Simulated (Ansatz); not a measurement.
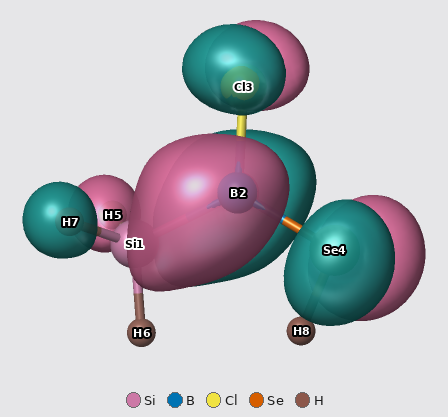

BClH$_{4}$SeSi. The LUMO at ±0.08 Å⁻³ᐟ² (teal and pink are the two phases), seen at a tilt.

The calculation used RKS B3LYP-D4/def2-mTZVP in Ansatz 0.2.0.

```xyz
8

Si   -0.1183    1.0238   -0.3797
B     0.5929   -0.8317   -0.0413
Cl    2.0881   -1.3430   -0.8539
Se   -0.2307   -2.1355    1.1192
H    -0.4015    1.1987   -1.8274
H    -1.3678    1.2737    0.3837
H     0.8953    2.0327    0.0223
H    -1.3657   -1.2757    1.5214
```

Where does this orbital lie, and at what energy?

It lies mainly on B2 (about 45 %), Se4 (about 20 %), Si1 (about 15 %) and Cl3 (about 15 %). Its energy is −2.11 eV.
